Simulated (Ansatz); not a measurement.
C$_{3}$H$_{10}$InN (SMILES CC[N](C)[InH2])

```xyz
15

C     0.2687    1.2535   -0.7826
C    -0.1835    0.2911   -1.8597
C    -0.7654   -1.9400   -2.4877
In    0.0001   -1.8303    0.4438
N    -0.3314   -1.0734   -1.4240
H    -0.4480    1.2890    0.0538
H     0.3594    2.2717   -1.1892
H     1.2508    0.9679   -0.3721
H     0.5359    0.3385   -2.7070
H    -1.1449    0.6554   -2.2845
H    -0.8730   -2.9784   -2.1382
H    -1.7453   -1.6286   -2.9065
H    -0.0504   -1.9490   -3.3370
H    -0.3148   -3.5255    0.4635
H     0.5174   -0.8078    1.7208
```

Geometry: PBE0-D4/def2-SVP; core potentials replace the inner electrons of In.

Computed with Ansatz 0.2.0, isolated molecule in a Gaussian basis; Kohn-Sham density functional theory, functional PBE0.

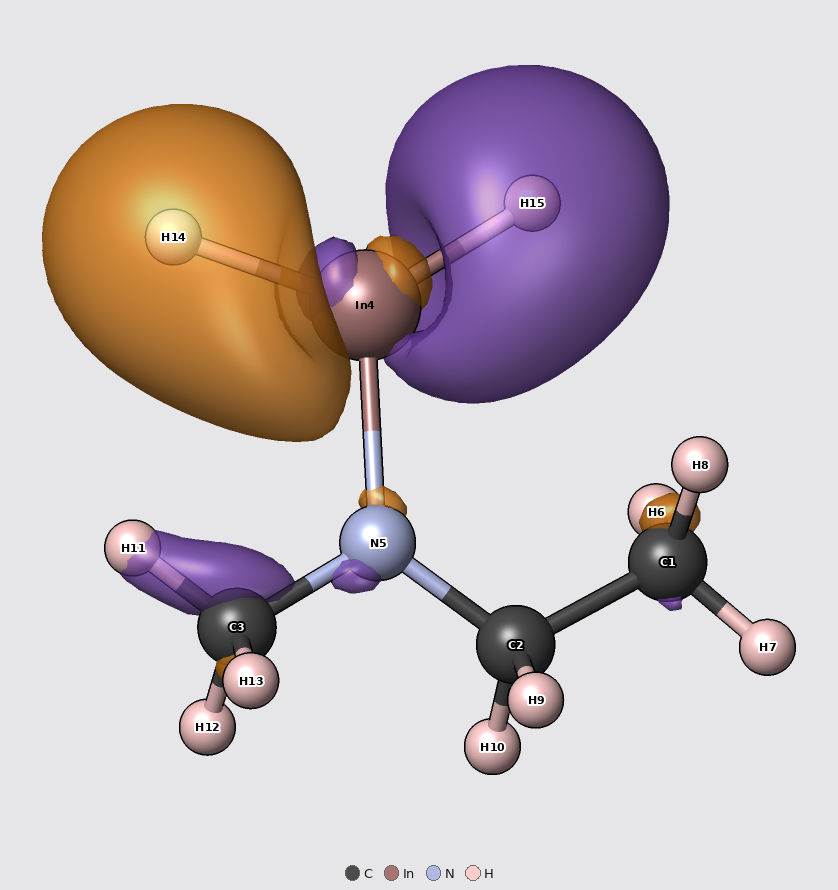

Figure 1. The HOMO−1 at ±0.1 Å⁻³ᐟ² (orange and purple are the two phases), seen at a tilt.

Where does this orbital lie, and at what energy?

Answer. Its weight (Hirshfeld) is mainly on In4 (about 35 %), H15 (about 30 %) and H14 (about 25 %). Its energy is −8.18 eV.

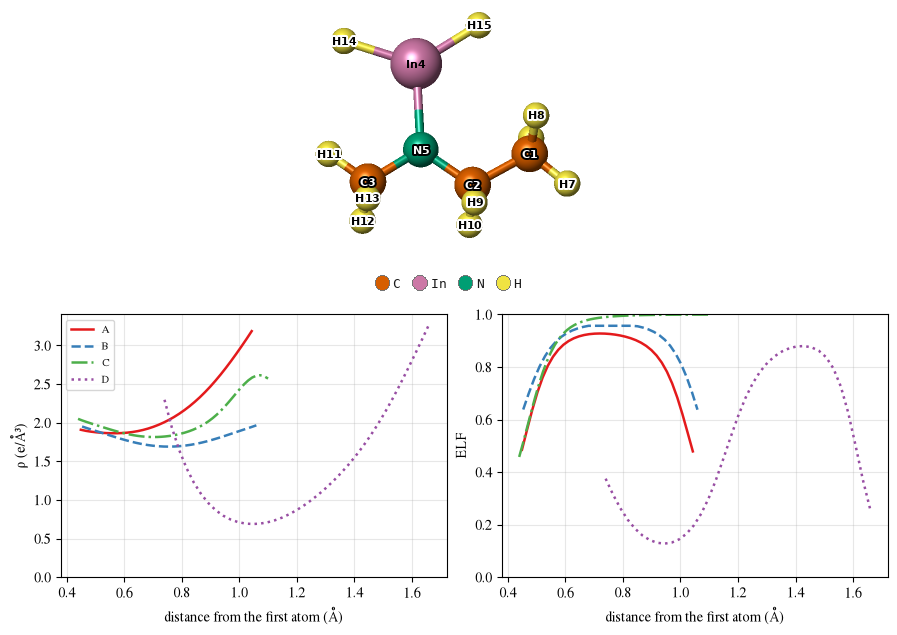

Figure 2. Electron density and electron localisation function along straight lines between neighbouring atoms. The curves leave out the atomic cores. The structure is drawn too.

Which curve belongs to which contact (C–C, C–H, C–N and In–N)? The first atom named is at distance zero.

Answer. Curve A: C–N (1.44 Å): ρ at the midpoint is about 2 e/Å³; the ELF peaks at about 0.95 between the atoms: a shared electron pair. Curve B: C–C (1.51 Å): the density is about 1.7 e/Å³ at the midpoint; the ELF peaks at about 0.95 between the atoms, as expected for a covalent bond. Curve C: C–H (1.10 Å): ρ at the midpoint is about 1.9 e/Å³; the ELF climbs to about 1 towards the hydrogen, as it does in any bond to H; an ordinary covalent bond to hydrogen. Curve D: In–N (2.04 Å): the density is about 0.69 e/Å³ at the midpoint; the ELF peaks at about 0.90 in the valence shell of N, 0.6 Å from its nucleus, and drops to about 0.15 between the two atoms.

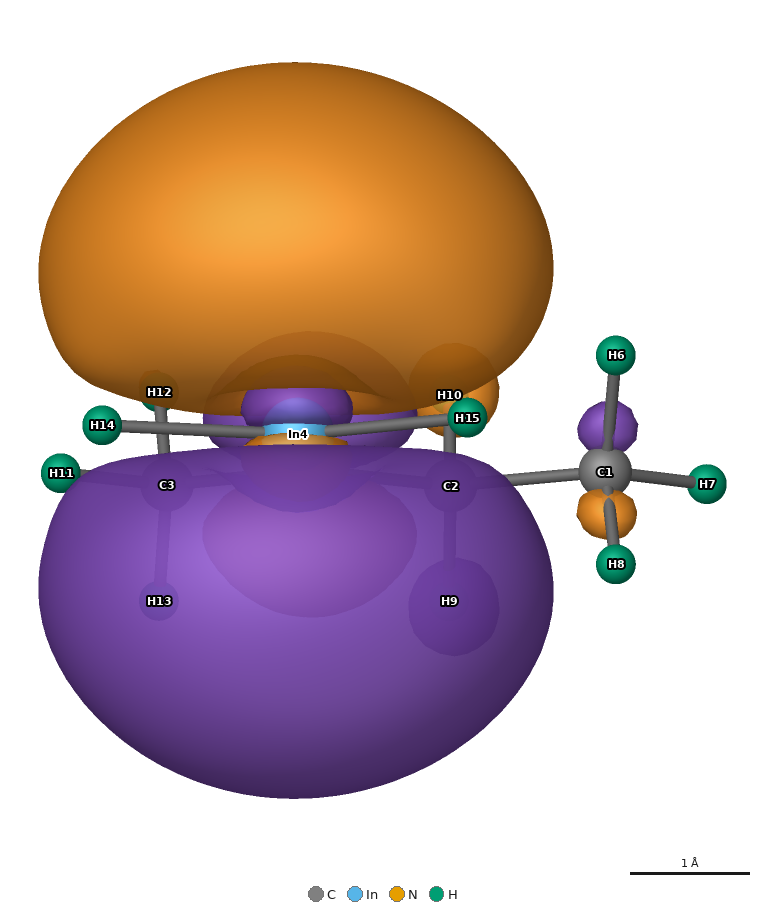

Figure 3. The LUMO at ±0.06 Å⁻³ᐟ² (orange and purple are the two phases), seen from one side.

Describe this orbital and give its energy.

Answer. Its weight (Hirshfeld) is mainly on In4 (about 75 %) and N5 (about 10 %). Its energy is −1.19 eV.
